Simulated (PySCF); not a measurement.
**GaBr (SMILES [Ga][Br]): levels of theory compared**

Wanted: a comparison of 6 runs (HF/STO-3G, B3LYP/6-31G*, CAM-B3LYP/aug-cc-pVTZ, PBE/aug-cc-pVTZ, wB97X/aug-cc-pVTZ, CCSD(T)/aug-cc-pVTZ) of GaBr. The job is set up through a Python script.

The results are computed with PySCF 2.14.0.

2 further runs of the same task are left out: 2 set aside as unsound or not needed.

### Step 1. Starting point

The species is GaBr (2 atoms), meant as a singlet with charge 0. As SMILES, `[Ga][Br]`. The shape comes from GFN2-xTB, which is rough for such elements, and wasn't checked as a minimum.

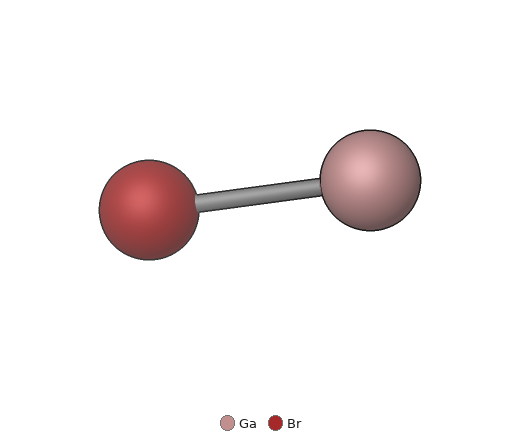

Viewed from a chosen angle; gallium pink, bromine red.

### Step 2. A single-point energy at HF/STO-3G (run 1)

input.py

```python
# GaBr
from pyscf import gto, scf

mol = gto.Mole()
mol.atom = [
    ('Ga', (0.000000, 0.000000, 0.000000)),
    ('Br', (0.000000, 0.000000, 2.401950)),
]
mol.basis = 'sto-3g'
mol.max_memory = 1860
mol.verbose = 3
mol.build()

myscf = scf.RHF(mol)
myscf.conv_tol = 1e-10
myscf.kernel()
if not myscf.converged:
    myscf = myscf.newton().run(myscf.mo_coeff, myscf.mo_occ)

energy = myscf.e_tot
print('E = %.10f Eh' % energy)
```

Run with:

```
OMP_NUM_THREADS=1 python input.py
```

The program printed:

```text
converged SCF energy = -4445.5397996515
E = -4445.5397996515 Eh
```

It took 3.3 s on 1 thread of Intel Xeon at 2.50GHz (Skylake/Cascade Lake), shared host; peak memory 0.1 GiB.

### Step 3. A single-point energy at B3LYP/6-31G(d) (spherical functions) (run 2)

geometry.xyz

```xyz
2
BrGa
Ga     0.000000     0.000000     0.000000
Br     0.000000     0.000000     2.401950
```

job.py

```python
from pyscf import gto, dft

mol = gto.M(
    atom='geometry.xyz',
    verbose=3,
    spin=0,
    basis='6-31g*',
    charge=0,
    max_memory=1860,
)

myscf = dft.RKS(mol)
myscf.xc = 'b3lyp'
myscf.grids.level = 5
myscf.conv_tol = 1e-10
myscf.kernel()
if not myscf.converged:
    myscf = myscf.newton().run(myscf.mo_coeff, myscf.mo_occ)

etot = myscf.e_tot
print(f'total energy: {etot:.8f} hartree')
```

Run with:

```
OMP_NUM_THREADS=1 python job.py
```

The program printed:

```text
converged SCF energy = -4498.57425307249
total energy: -4498.57425307 hartree
```

Wall time 18 s (1 thread of Intel Xeon at 2.50GHz (Skylake/Cascade Lake), shared host); peak memory 0.31 GiB.

Runs 3 to 5 aren't shown in full; the table further down has their settings and results.

### Step 4. A single-point energy at CCSD(T)/aug-cc-pVTZ (run 6)

job.py

```python
# GaBr
from pyscf import gto, scf, cc

molecule = gto.Mole()
molecule.atom = '''
Ga       0.000000       0.000000       0.000000
Br       0.000000       0.000000       2.401950
'''
molecule.max_memory = 1860
molecule.basis = 'aug-cc-pvtz'
molecule.verbose = 4
molecule.spin = 0
molecule.build()

calc0 = scf.RHF(molecule)
calc0.conv_tol = 1e-10
calc0.kernel()
if not calc0.converged:
    calc0 = calc0.newton().run(calc0.mo_coeff, calc0.mo_occ)

mycc = cc.CCSD(calc0, frozen=18)
mycc.kernel()
e_t = mycc.ccsd_t()
e_tot = mycc.e_tot + e_t
print('E = %.10f Eh' % e_tot)
```

Run with:

```
OMP_NUM_THREADS=1 python job.py
```

The program printed:

```text
PySCF version 2.14.0

[... 56 lines left out ...]
converged SCF energy = -4495.82593800122
[... 12 lines left out ...]
Init t2, MP2 energy = -4496.18227622097  E_corr(MP2) -0.356338219746521
[... 12 lines left out ...]
CCSD converged
[... 2 lines left out ...]
E = -4496.2153374259 Eh
```

Wall time 3.4 min (1 thread of Intel Xeon at 2.50GHz (Skylake/Cascade Lake), shared host); peak memory 0.91 GiB.

### Step 5. The series

```csv
run,level,integration grid,frozen core orbitals,energy (Eh),dipole moment (D) of the reference,HOMO energy (eV),LUMO energy (eV),wall time
1,HF/STO-3G,–,–,-4445.539800,1.97,-5.05,4.45,3.3 s
2,B3LYP/6-31G* (spherical functions),5,–,-4498.574253,2.62,-7.23,-2.09,18 s
3,CAM-B3LYP/aug-cc-pVTZ,5,–,-4499.403700,2.86,-8.60,-1.02,3.9 min
4,PBE/aug-cc-pVTZ,5,–,-4498.482065,2.52,-6.43,-2.58,70 s
5,wB97X/aug-cc-pVTZ,5,–,-4499.230459,2.84,-9.49,-0.12,4 min
6,CCSD(T)/aug-cc-pVTZ,–,18,-4496.215337,2.81,-9.38,0.39,3.4 min
```

### Step 6. Outcome

| quantity | value |
| --- | --- |
| run 6: total energy | -4496.21534 Eh |
| run 6: dipole moment (Hartree–Fock density) | 2.81 D |
| run 6: HOMO energy (Hartree–Fock orbitals) | -9.38 eV |
| run 6: LUMO energy (Hartree–Fock orbitals) | 0.39 eV |
| run 6: HOMO–LUMO gap (Hartree–Fock orbitals) | 9.78 eV |
| run 6: correlation energy (18 core orbitals frozen) | -389.4 mEh |
| run 6: (T) correction | -18.29 mEh |
| run 6: T1 diagnostic | 0.010 |

What this shows: Over runs 1, 2, 3, 4, 5 the dipole moment (its size) runs from 1.97 D (HF/STO-3G) to 2.86 D (CAM-B3LYP/aug-cc-pVTZ). The two ends differ in method and basis. Over runs 1, 2, 3, 4, 5 the HOMO–LUMO gap runs from 3.85 eV (PBE/aug-cc-pVTZ) to 9.50 eV (HF/STO-3G). Totals of different functionals can't be ranked against each other. In run 1 the basis is minimal, so the values are rough. All runs together took 13 min, the longest 4 min.
